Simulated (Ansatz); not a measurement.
Input file:

```
basis:
  gaussian:
    orbitals: def2-TZVPD
crystal:
  periodic: [false, false, false]
  atoms:
    - {symbol: O, position_ang: [-1.175586, 0.959770, 0.704614]}
    - {symbol: P, position_ang: [-1.900140, 2.330878, -0.282285]}
    - {symbol: Sn, position_ang: [-0.985989, 0.587942, -1.647266]}
    - {symbol: H, position_ang: [-1.894296, 0.465208, 1.125934]}
hamiltonian:
  xc: {name: PBE0}
output:
  forces: true
  orbitals: {seedname: orbitals}
```

Run with:

```sh
ansatz run input.yaml --threads 1 --pin off --max-ram 2610MiB --events-out events.jsonl --progress --plain --runs-dir runs
```

Geometry: B3LYP-D3(BJ)/def2-SVP; core potentials replace the inner electrons of Sn.

These are results of Ansatz, isolated molecule in a Gaussian basis; Kohn-Sham density functional theory, functional PBE0, not measurements.

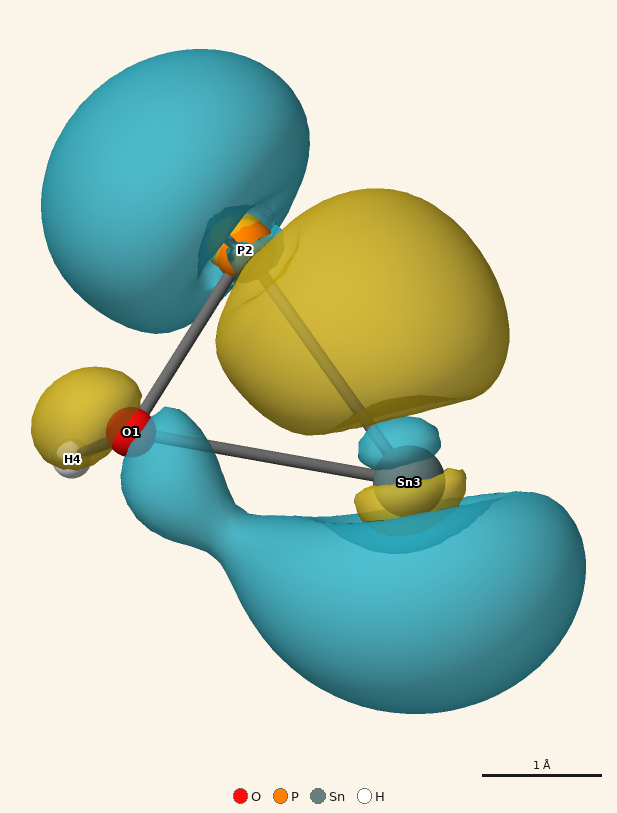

HOPSn (SMILES [OH+]1[P]=[Sn-]1). The HOMO−1 at ±0.1 Å⁻³ᐟ² (yellow and cyan are the two phases), seen across its widest extent.

Describe this orbital and give its energy.

Answer. It lies mainly on P2 (about 55 %) and Sn3 (about 40 %). Its energy is −6.22 eV.
